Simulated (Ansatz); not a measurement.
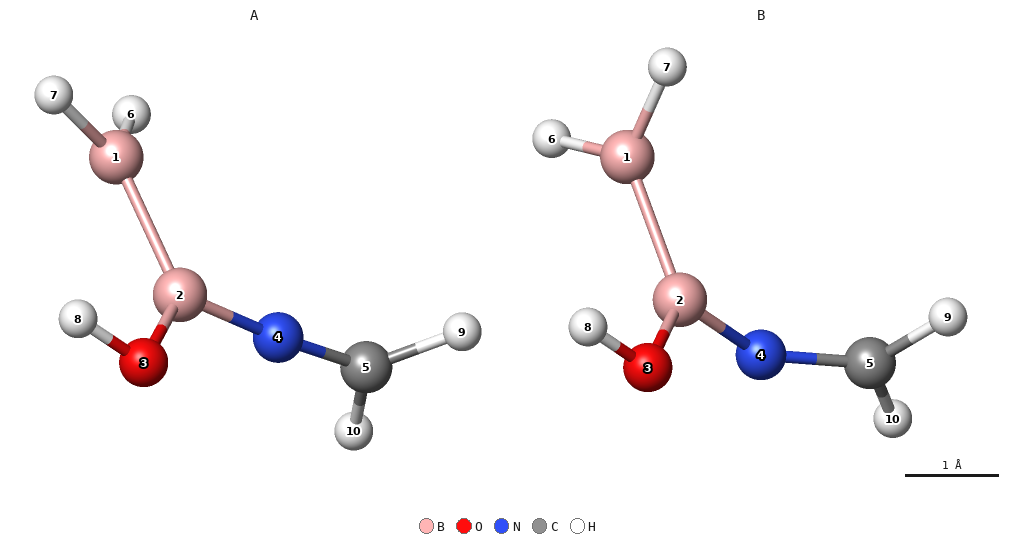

Two geometries of CH$_{5}$B$_{2}$NO, drawn at one scale. One is the start of a relaxation, the other its converged end. Style: ball-and-stick. Shown from a free direction.

Level of theory: RKS PBE0-D4/def2-TZVP in Ansatz 0.2.0. Set-up: force threshold 0.005 eV/Å; at most 150 steps.

> Which of the two is the end point?

Structure B is the relaxed one. The start comes from PBE-D4/def2-SVP. The atom that moves furthest after the best rigid fit is H7 (1.21 Å). By element the largest moves are H 1.21 Å, N 0.42 Å, B 0.15 Å, O 0.14 Å, C 0.10 Å. Some distances before and after: B1–H7 1.226 → 1.201 Å, B1–H6 1.219 → 1.198 Å, B1–B2 1.713 → 1.692 Å, C5–H10 1.117 → 1.095 Å. Bond angles that change, for instance: B2–N4–C5 175.1° → 146.2°, B2–O3–H8 109.6° → 113.3°. Groups turn about B1–B2 by about 60°. The energy falls by 0.061 eV in 45 accepted moves (56 points after the start). The largest force component goes from 0.68 to 0.0035 eV/Å. The line search rejected the trial steps at points 2, 3, 6, 9, 10, 18, 22, 27 and more of the run.
